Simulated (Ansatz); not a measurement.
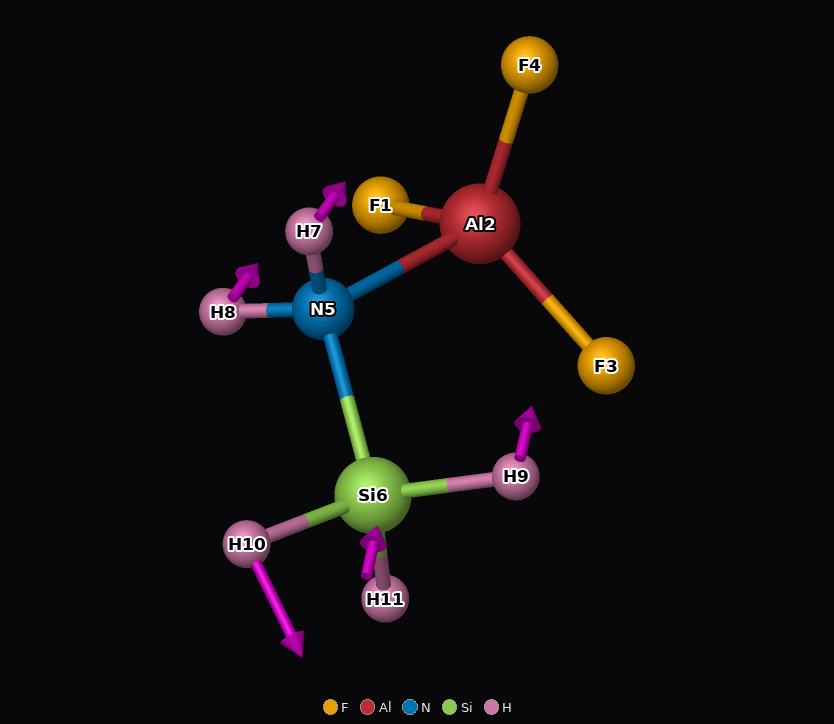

The arrows show one normal mode. Harmonic vibrations computed with RKS PBE0-D4/def2-TZVP (Ansatz 0.2.0) at a stationary point of the same level.

Q: Describe the motion.

A: Mostly H–Si–N bending.

Q: At what wavenumber does it lie?

A: 685 cm⁻¹; it is mode 12 of 27 counted from the lowest.
